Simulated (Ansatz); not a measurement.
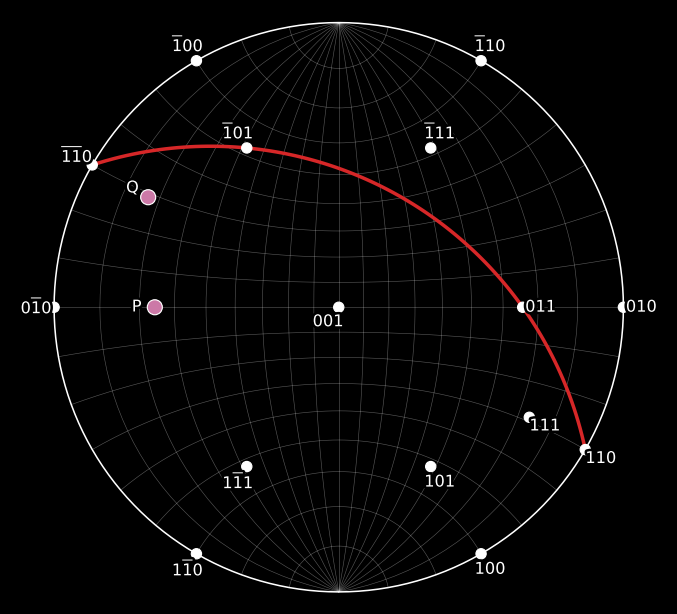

Stereographic projection of plane normals (upper hemisphere) centred on (0 0 1). Crystal: Zn, coordinates from a relaxation at fixed volume with DFT r2SCAN, scalar-relativistic, plane waves, PAW (Ansatz 0.2.0). Geometry calculated from the standardised cell; symmetry tolerance 0.002 Å.

a = 2.595 Å, b = 2.595 Å, c = 4.986 Å, α = 90.00°, β = 90.00°, γ = 120.00°.

> Index the poles marked P, Q.

P is (0 −1 1), in four indices (0 −1 1 1), 65.7° from the centre; Q is (−1 −1 1), in four indices (−1 −1 2 1), 75.4° from the centre.

> Which zone does the coloured great circle trace?

The zone [1 −1 1]: its poles satisfy h − k + l = 0.

> What is the angle between the normals of (−1 1 1) and (−1 0 1), and what are their d_hkl = 1/|g|?

54.2°; d = 2.049 Å and 2.049 Å.
